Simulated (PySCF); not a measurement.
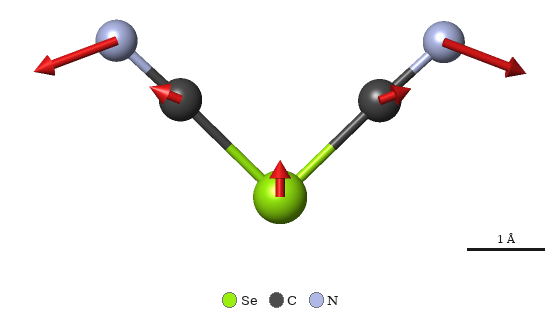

A relaxation of C₂N₂Se. The starting structure is drawn; red arrows show the displacements, 10 times their true length. The two geometries are superimposed by the best rigid fit.

A ball-and-stick model, seen at a tilt.

The start comes from GFN2-xTB.

The calculation used PySCF, PBE0-D3(BJ)/def2-SVP geometry optimisation, gas phase. 

Which element moves most?

Nitrogen: up to 0.12 Å, against 0.05 Å for selenium.

Describe the change and its energy.

The energy falls by 0.049 eV in 5 geometry steps. The largest force component goes from 1.6 to 0.0076 eV/Å. The largest moves after the best rigid fit, 0.12 Å, are those of N atoms. By element the largest moves are N 0.12 Å, Se 0.05 Å, C 0.05 Å. Some distances before and after: C–N 1.144 → 1.160 Å, C–Se 1.829 → 1.838 Å. Among the angles between lasting bonds that change: C–Se–C 92.9° → 96.1°, Se–C–N 178.4° → 175.7°. The run took about 14 core-seconds on a shared host.
